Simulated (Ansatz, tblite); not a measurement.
# Ge20H30 bond sphere (Ge20H30): rung by rung, part 2 of 2

Aim: run the singlet of Ge20H30 bond sphere (Ge20H30) at one geometry on many levels, and compare frontier levels, spin and run time.

Ansatz 0.2.0, Gaussian basis; as each input shows.

## Step 8: PBE0-D4/def2-SVP

in.yaml reads:

```yaml
crystal:
  periodic: [false, false, false]
  atoms:
    - {symbol: Ge, position_ang: [-2.113889, -2.115847, -0.737555]}
    - {symbol: Ge, position_ang: [-2.253966, 0.821375, -3.538828]}
    - {symbol: Ge, position_ang: [-2.116179, 0.739227, 2.112502]}
    - {symbol: Ge, position_ang: [-2.254079, 3.537598, -0.826530]}
    - {symbol: Ge, position_ang: [0.822231, -2.257397, -3.535220]}
    - {symbol: Ge, position_ang: [0.736588, -2.113938, 2.116856]}
    - {symbol: Ge, position_ang: [3.538531, -2.255057, -0.817526]}
    - {symbol: Ge, position_ang: [0.708176, 0.706210, -0.706886]}
    - {symbol: Ge, position_ang: [0.820284, 3.538087, 2.254200]}
    - {symbol: Ge, position_ang: [3.535675, 0.823348, 2.259990]}
    - {symbol: Ge, position_ang: [-3.534340, -0.824159, -2.258876]}
    - {symbol: Ge, position_ang: [-0.820548, -3.539835, -2.254009]}
    - {symbol: Ge, position_ang: [-0.708598, -0.708255, 0.708557]}
    - {symbol: Ge, position_ang: [-0.734922, 2.113068, -2.116012]}
    - {symbol: Ge, position_ang: [-3.536646, 2.256609, 0.816316]}
    - {symbol: Ge, position_ang: [-0.823589, 2.257144, 3.535571]}
    - {symbol: Ge, position_ang: [2.115469, -0.739518, -2.112741]}
    - {symbol: Ge, position_ang: [2.255800, -3.536382, 0.824910]}
    - {symbol: Ge, position_ang: [2.253682, -0.820615, 3.540272]}
    - {symbol: Ge, position_ang: [2.114221, 2.113729, 0.738548]}
    - {symbol: H, position_ang: [-3.019287, -3.018022, 0.160686]}
    - {symbol: H, position_ang: [-1.494407, 0.100645, -4.687333]}
    - {symbol: H, position_ang: [-3.254543, 1.825578, -4.188182]}
    - {symbol: H, position_ang: [-3.021685, -0.158222, 3.015398]}
    - {symbol: H, position_ang: [-3.252940, 4.187761, -1.831897]}
    - {symbol: H, position_ang: [-1.494713, 4.685295, -0.104330]}
    - {symbol: H, position_ang: [0.097288, -1.495120, -4.679319]}
    - {symbol: H, position_ang: [1.825153, -3.255265, -4.190497]}
    - {symbol: H, position_ang: [-0.162265, -3.017784, 3.020007]}
    - {symbol: H, position_ang: [4.194573, -3.254129, -1.818794]}
    - {symbol: H, position_ang: [4.682025, -1.491241, -0.093294]}
    - {symbol: H, position_ang: [0.097544, 4.683372, 1.491671]}
    - {symbol: H, position_ang: [1.823108, 4.191664, 3.253367]}
    - {symbol: H, position_ang: [4.684459, 0.101483, 1.501902]}
    - {symbol: H, position_ang: [4.184589, 1.828565, 3.259819]}
    - {symbol: H, position_ang: [-4.183666, -1.828532, -3.259268]}
    - {symbol: H, position_ang: [-4.682952, -0.102946, -1.499889]}
    - {symbol: H, position_ang: [-1.824222, -4.191373, -3.253679]}
    - {symbol: H, position_ang: [-0.098394, -4.686454, -1.492992]}
    - {symbol: H, position_ang: [0.165842, 3.014797, -3.019334]}
    - {symbol: H, position_ang: [-4.681042, 1.494234, 0.091944]}
    - {symbol: H, position_ang: [-4.191696, 3.255827, 1.818090]}
    - {symbol: H, position_ang: [-1.826769, 3.256374, 4.188431]}
    - {symbol: H, position_ang: [-0.100772, 1.495522, 4.681404]}
    - {symbol: H, position_ang: [3.018637, 0.159599, -3.016279]}
    - {symbol: H, position_ang: [1.495118, -4.682252, 0.101137]}
    - {symbol: H, position_ang: [3.254247, -4.189327, 1.828855]}
    - {symbol: H, position_ang: [3.252739, -1.823691, 4.193630]}
    - {symbol: H, position_ang: [1.491592, -0.097752, 4.685785]}
    - {symbol: H, position_ang: [3.018576, 3.016025, -0.160586]}
basis:
  gaussian: {orbitals: def2-SVP, fitting: {mean_field: def2-universal-jkfit}, initial_orbitals: start.molden}
hamiltonian: {xc: pbe0, dispersion: d4}
scf: {omitted_lower_state_checks: [starts]}
output: {orbitals: {seedname: orbitals}}
```

Started as:

```bash
$ ansatz run in.yaml --threads 11 --pin off --events-out ev --progress --plain --max-ram 166912MiB --backend cuda --devices 0, --max-vram 75GiB
```

Output:

```text
Functional definition: PBE0
  name "PBE0"
  cite "Adamo & Barone, J. Chem. Phys. 110, 6158 (1999) doi:10.1063/1.478522"
  cite "Perdew, Burke & Ernzerhof, Phys. Rev. Lett. 77, 3865 (1996) doi:10.1103/PhysRevLett.77.3865"
  parent pbe
  parameter a = 0.25
  parameter kappa = 0.804
  parameter beta = 0.06672455060314922
  exchange = (1 - a)*pbe_x(kappa = kappa, mu = beta*pi^2/3) + a*exact_x
  correlation = pbe_c(beta = beta)
these checks for a lower state are left out or cut short: starts
5860 factors; integrals over basis functions are off by at most 3.4e-1 eV
mean field evaluation 1: about -1130580.8304 eV, gradient 8.9e0 eV
mean field evaluation 2: about -1130580.9240 eV, gradient 9.7e-2 eV
mean field evaluation 4: about -1130580.8796 eV, gradient 7.2e-5 eV
mean field -1130580.87964821 eV, -41548.0809918275 hartree, gradient 8.4e-5 eV, S^2 0.000000; 0 other end points of the search recorded, 0 dependent functions left out
reference -1130580.87972080 eV, -41548.0809944953 hartree; 335, 335 occupied and 455, 455 virtual orbitals, 5860 factors
Total energy: -1130583.95345467 eV, -41548.1939521313 hartree
Checks for a lower state left out: starts
```

Run time: 6.5 s. Hardware: 1 × H100 with 11 threads of AMD EPYC 7R13, shared host; peak host memory 1.5 GiB.

Report: HOMO -6.97 eV, LUMO -1.43 eV.

## Step 9: HF/STO-3G

in.yaml: that of step 8 with these lines changed.

```diff
@@ -54,4 +54,4 @@
 basis:
-  gaussian: {orbitals: def2-SVP, fitting: {mean_field: def2-universal-jkfit}, initial_orbitals: start.molden}
-hamiltonian: {xc: pbe0, dispersion: d4}
+  gaussian: {orbitals: STO-3G}
+hamiltonian: {xc: hf}
 scf: {omitted_lower_state_checks: [starts]}
```

Launched as before.

Output:

```text
Functional definition: HF
  name "HF"
  cite "Fock, Z. Phys. 61, 126 (1930) doi:10.1007/BF01340294"
  parent pbe
  exchange = exact_x
  correlation = 0
these checks for a lower state are left out or cut short: starts
4072 factors; integrals over basis functions are off by at most 4.0e-5 eV
mean field evaluation 1: about -1117120.1082 eV, gradient 2.6e1 eV
mean field evaluation 2: about -1117120.2351 eV, gradient 2.6e1 eV
mean field evaluation 4: about -1117124.3440 eV, gradient 2.4e0 eV
mean field evaluation 8: about -1117124.3792 eV, gradient 5.8e-2 eV
mean field -1117124.37926294 eV, -41053.5637238124 hartree, gradient 5.4e-5 eV, S^2 0.000000; 0 other end points of the search recorded, 0 dependent functions left out
reference -1117124.37926294 eV, -41053.5637238124 hartree; 335, 335 occupied and 55, 55 virtual orbitals, 4072 factors
Total energy: -1117124.37926294 eV, -41053.5637238124 hartree
Checks for a lower state left out: starts
```

Run time: 3 s. Hardware: 1 × H100 with 11 threads of AMD EPYC 7R13, shared host; peak host memory 1.1 GiB.

From the report: HOMO -6.63 eV, LUMO 7.82 eV.

## Step 10: HF/6-31G

in.yaml: that of step 9 with these lines changed.

```diff
@@ -54,3 +54,3 @@
 basis:
-  gaussian: {orbitals: STO-3G}
+  gaussian: {orbitals: 6-31G, fitting: {mean_field: def2-universal-jkfit}}
 hamiltonian: {xc: hf}
```

Same command.

Output:

```text
Functional definition: HF
  name "HF"
  cite "Fock, Z. Phys. 61, 126 (1930) doi:10.1007/BF01340294"
  parent pbe
  exchange = exact_x
  correlation = 0
these checks for a lower state are left out or cut short: starts
5860 factors; integrals over basis functions are off by at most 7.6e-2 eV
mean field evaluation 1: about -1129761.0853 eV, gradient 3.3e1 eV
mean field evaluation 2: about -1129766.9503 eV, gradient 1.2e1 eV
mean field evaluation 4: about -1129767.5288 eV, gradient 5.2e-1 eV
mean field evaluation 8: about -1129767.5434 eV, gradient 2.6e-4 eV
mean field -1129767.54342911 eV, -41518.1914370747 hartree, gradient 1.4e-5 eV, S^2 0.000000; 0 other end points of the search recorded, 0 dependent functions left out
reference -1129767.54342911 eV, -41518.1914370747 hartree; 335, 335 occupied and 305, 305 virtual orbitals, 5860 factors
Total energy: -1129767.54342911 eV, -41518.1914370747 hartree
Checks for a lower state left out: starts
```

It took 4.2 s on 1 × H100 with 11 threads of AMD EPYC 7R13, shared host; peak host memory 1.4 GiB.

HOMO -8.85 eV, LUMO 1.55 eV.

## Step 11: B3LYP-D4/6-31G

in.yaml: that of step 10 with these lines changed.

```diff
@@ -55,3 +55,3 @@
   gaussian: {orbitals: 6-31G, fitting: {mean_field: def2-universal-jkfit}}
-hamiltonian: {xc: hf}
+hamiltonian: {xc: {name: B3LYP}, dispersion: d4}
 scf: {omitted_lower_state_checks: [starts]}
```

Same command.

Output, shortened:

```text
Functional definition: B3LYP
  name "B3LYP"
  cite "Stephens, Devlin, Chabalowski & Frisch, J. Phys. Chem. 98, 11623 (1994) doi:10.1021/j100096a001"
  cite "Becke, Phys. Rev. A 38, 3098 (1988) doi:10.1103/PhysRevA.38.3098"
  cite "Lee, Yang & Parr, Phys. Rev. B 37, 785 (1988) doi:10.1103/PhysRevB.37.785"
  cite "Vosko, Wilk & Nusair, Can. J. Phys. 58, 1200 (1980) doi:10.1139/p80-159"
[...]
5860 factors; integrals over basis functions are off by at most 7.6e-2 eV
[...]
mean field -1130696.02160444 eV, -41552.3123806730 hartree, gradient 6.8e-5 eV, S^2 0.000000; 0 other end points of the search recorded, 0 dependent functions left out
reference -1130696.02228850 eV, -41552.3124058118 hartree; 335, 335 occupied and 305, 305 virtual orbitals, 5860 factors
Total energy: -1130701.46848101 eV, -41552.5125496947 hartree
Checks for a lower state left out: starts
```

Wall time 4.6 s (1 × H100 with 11 threads of AMD EPYC 7R13, shared host); peak host memory 1.4 GiB.

From the report: HOMO -6.70 eV, LUMO -1.52 eV.

## Step 12: MP2/def2-SVP

in.yaml: that of step 11 with these lines changed.

```diff
@@ -54,4 +54,4 @@
 basis:
-  gaussian: {orbitals: 6-31G, fitting: {mean_field: def2-universal-jkfit}}
-hamiltonian: {xc: {name: B3LYP}, dispersion: d4}
+  gaussian: {orbitals: def2-SVP, initial_orbitals: start.molden}
+correlation: {method: mp2}
 scf: {omitted_lower_state_checks: [starts]}
```

Launched as before.

Output, shortened:

```text
Functional definition: HF
  name "HF"
  cite "Fock, Z. Phys. 61, 126 (1930) doi:10.1007/BF01340294"
  parent pbe
[...]
7850 factors; integrals over basis functions are off by at most 1.2e-3 eV
[...]
mean field -1129812.83942993 eV, -41519.8560344022 hartree, gradient 2.8e-6 eV, S^2 0.000000; 0 other end points of the search recorded, 0 dependent functions left out
180 core orbitals not correlated: weight in the atoms' cores, before any rotation towards them, 1.000 or more for the frozen orbitals, at most 0.000 for the correlated occupied ones
reference -1129812.83942993 eV, -41519.8560344022 hartree; 155, 155 occupied and 455, 455 virtual orbitals, 7850 factors
second order -126.88540498 eV of doubles, -0.00000000 eV of singles
Total energy: -1129939.72483492 eV, -41524.5189870293 hartree
Checks for a lower state left out: starts
```

Wall time 14 s (1 × H100 with 11 threads of AMD EPYC 7R13, shared host); peak host memory 2.1 GiB.

Hartree-Fock HOMO -9.00 eV, LUMO 1.66 eV.

## Step 13: Comparison

| level | functions | HOMO (eV) | LUMO (eV) | gap (eV) | time |
| --- | --- | --- | --- | --- | --- |
| HF/STO-3G | 390 | -6.63 | 7.82 | 14.45 | 3 s |
| HF/6-31G | 640 | -8.85 | 1.55 | 10.40 | 4.2 s |
| PBE-D4/def2-SVP | 790 | -6.04 | -2.13 | 3.91 | 3.8 s |
| PBE-D4/def2-TZVP | 1140 | -6.07 | -2.23 | 3.84 | 7 s |
| r2SCAN-D4/def2-TZVP | 1140 | -6.30 | -2.06 | 4.24 | 6.5 s |
| B3LYP-D4/6-31G | 640 | -6.70 | -1.52 | 5.17 | 4.6 s |
| PBE0-D4/def2-SVP | 790 | -6.97 | -1.43 | 5.53 | 6.5 s |
| PBE0-D4/def2-TZVP | 1140 | -6.96 | -1.50 | 5.45 | 16 s |
| BHLYP-D4/def2-TZVP | 1140 | -7.74 | -0.65 | 7.09 | 11 s |

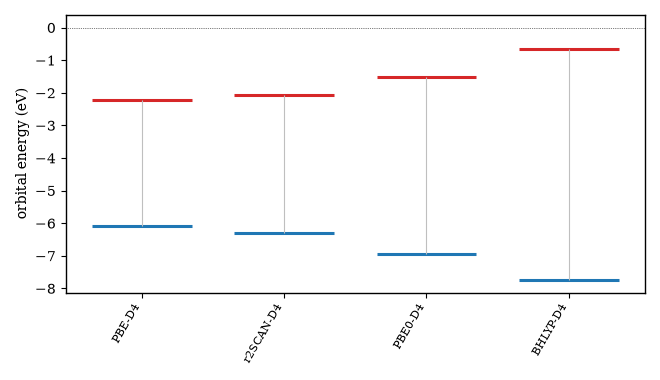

Highest filled (blue) and lowest empty (red) level in def2-TZVP.

The pieces so far (eV):

| basis | HF | MP2 correlation | total |
| --- | --- | --- | --- |
| def2-SVP | -1129812.8394 | -126.8854 | -1129939.7248 (MP2) |

## Step 14: Binding energy

Free atoms were run apart at each level; binding is atoms less cluster, divided by the number of atoms, without zero-point or spin-orbit terms.

| level | binding an atom (eV) |
| --- | --- |
| HF/STO-3G | 3.723 |
| HF/6-31G | 1.883 |
| HF/def2-SVP | 2.023 |
| PBE-D4/def2-SVP | 2.874 |
| PBE-D4/def2-TZVP | 2.873 |
| r2SCAN-D4/def2-TZVP | 2.911 |
| B3LYP-D4/6-31G | 2.811 |
| PBE0-D4/def2-SVP | 2.876 |
| PBE0-D4/def2-TZVP | 2.874 |
| BHLYP-D4/def2-TZVP | 2.842 |
| MP2/def2-SVP | 2.695 |

## Step 15: Outcome

What follows sums up all 2 parts.

```
                                                 quantity                                   value
gap in def2-TZVP, named functionals, smallest and largest    3.84 eV (PBE-D4), 7.09 eV (BHLYP-D4)
                         correlation energy, MP2/def2-SVP                              -126.89 eV
                binding an atom, functionals in def2-TZVP  2.84 (BHLYP-D4) to 2.91 eV (r2SCAN-D4)
          PBE0 total energy, smallest basis above largest         142.10 eV (def2-SVP, def2-TZVP)
```

What this shows: Over the named functionals in def2-TZVP the gap runs from 3.84 eV (PBE-D4) to 7.09 eV (BHLYP-D4); exact exchange widens it.

The slowest run with a step of its own, MP2/def2-SVP, took 14 s; the quickest functional in def2-TZVP took 6.5 s (shared host).
